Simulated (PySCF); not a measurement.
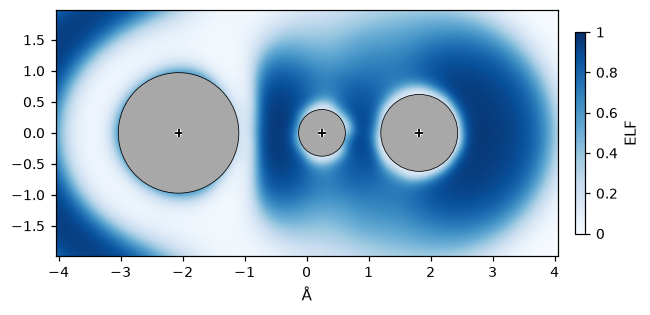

The ELF on a plane through atoms (crosses mark nuclei in the plane; grey discs cover the cores).

All numbers below come from Gaussian-basis quantum chemistry of an isolated molecule with PySCF, energy and nuclear gradient, functional PBE0 in PySCF 2.14.0.

Candidates:
A. CCaP (SMILES P#[C][Ca]) (doublet)
B. C3H5Al (SMILES C#[C][AlH][CH3])
C. BH5OSi (SMILES BO[SiH3])

Which candidate gave the map?

Answer. Candidate A: CCaP on a plane that holds the molecular axis, which holds C, Ca and P. C–P (1.57 Å): the ELF peaks at about 0.90 between the atoms, as expected for a covalent bond. C–Ca (2.31 Å): the ELF peaks at about 0.95 in the valence shell of C, 0.7 Å from its nucleus, and is about 0.25 at the midpoint.
